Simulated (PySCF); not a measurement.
# GaF (SMILES [F][Ga]): M06-2X/def2-TZVPPD

What is the vertical ionisation energy of GaF at M06-2X/def2-TZVPPD? Input form: a Python script.

The results are computed with PySCF 2.14.0.

3 further runs of the same task are left out: 3 set aside as unsound or not needed.

## Step 1: Starting point

The species is GaF (2 atoms), meant as a singlet with charge 0. SMILES: `[F][Ga]`. Geometry: relaxed at PBE0-D4/def2-TZVP.

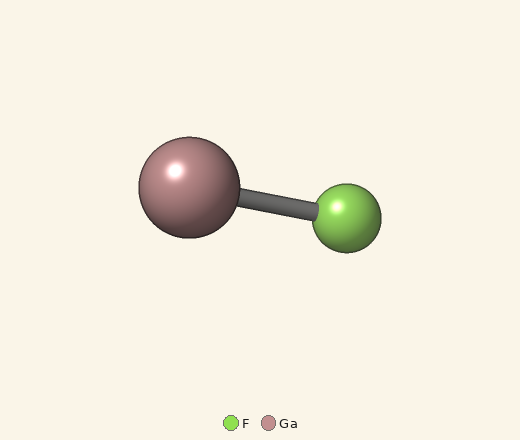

Viewed from a chosen angle; fluorine green, gallium pink.

## Step 2: A single-point energy at M06-2X/def2-TZVPPD

Contents of input.py:

```python
from pyscf import gto, dft

mol = gto.M(
    atom='''
F      0.000000     0.000000     0.011905
Ga     0.000000     0.000000     3.387995
''',
    spin=0,
    verbose=3,
    max_memory=1860,
    basis='def2-tzvppd',
    unit='bohr',
)

mf = dft.RKS(mol)
mf.xc = 'm06-2x'
mf.grids.level = 5
mf.conv_tol = 1e-10
mf.kernel()
if not mf.converged:
    mf = mf.newton().run(mf.mo_coeff, mf.mo_occ)

e_final = mf.e_tot
print(f'total energy: {e_final:.8f} hartree')
```

The run is started by

```console
$ OMP_NUM_THREADS=1 python input.py
```

Log:

```text
converged SCF energy = -2024.75989533751
total energy: -2024.75989534 hartree
```

Run time: 14 s. Hardware: 1 thread of Arm Neoverse V1, shared host; peak memory 0.48 GiB.

## Step 3: The doublet cation, same level

Contents of input.py:

```python
from pyscf import gto, dft

mol = gto.M(
    atom='F 0.000000 -0.000000 0.006300; Ga -0.000000 0.000000 1.792850',
    charge=1,
    basis='def2-tzvppd',
    spin=1,
    verbose=4,
    max_memory=1860,
)

calc0 = dft.UKS(mol)
calc0.xc = 'm06-2x'
calc0.grids.level = 5
calc0.conv_tol = 1e-10
calc0.kernel()
if not calc0.converged:
    calc0 = calc0.newton().run(calc0.mo_coeff, calc0.mo_occ)

etot = calc0.e_tot
print(f'total energy: {etot:.8f} hartree')
```

The run is started by

```console
$ OMP_NUM_THREADS=1 python input.py
```

Log:

```text
PySCF version 2.14.0

[INPUT] num. atoms = 2
[INPUT] num. electrons = 39
[INPUT] charge = 1
[INPUT] spin (= nelec alpha-beta = 2S) = 1
[INPUT] symmetry False subgroup None
[INPUT] Mole.unit = angstrom
[INPUT] Symbol           X                Y                Z      unit          X                Y                Z       unit  Magmom
[INPUT]  1 F      0.000000000000   0.000000000000   0.006300000000 AA    0.000000000000   0.000000000000   0.011905274585 Bohr   0.0
[INPUT]  2 Ga     0.000000000000   0.000000000000   1.792850000000 AA    0.000000000000   0.000000000000   3.387995482426 Bohr   0.0

nuclear repulsion = 82.6399719272789
number of shells = 32
number of NR pGTOs = 161
number of NR cGTOs = 94
basis = def2-tzvppd
ecp = {}

[... 84 lines left out ...]
converged SCF energy = -2024.37805211236  <S^2> = 0.75686217  2S+1 = 2.0068504
total energy: -2024.37805211 hartree
```

Wall time 32 s (1 thread of Arm Neoverse V1, shared host); peak memory 0.5 GiB.

## Step 4: Outcome

At M06-2X/def2-TZVPPD:

| quantity | value |
| --- | --- |
| singlet GaF: total energy | -2024.75990 Eh |
| singlet GaF: dipole moment | 2.28 D |
| singlet GaF: HOMO energy | -8.70 eV |
| singlet GaF: LUMO energy | -0.71 eV |
| singlet GaF: HOMO–LUMO gap | 8.00 eV |
| doublet cation: total energy | -2024.37805 Eh |
| doublet cation: HOMO energy (highest over α and β) | -17.84 eV |
| doublet cation: LUMO energy (lowest over α and β) | -13.09 eV |
| doublet cation: ⟨S²⟩ | 0.757 |
| vertical ionisation energy (to the doublet cation) | 10.390 eV |

Removing an electron at fixed nuclei costs 10.39 eV (1003 kJ/mol). The negative HOMO energy of the first species, 8.70 eV, lies 1.69 eV below that difference.
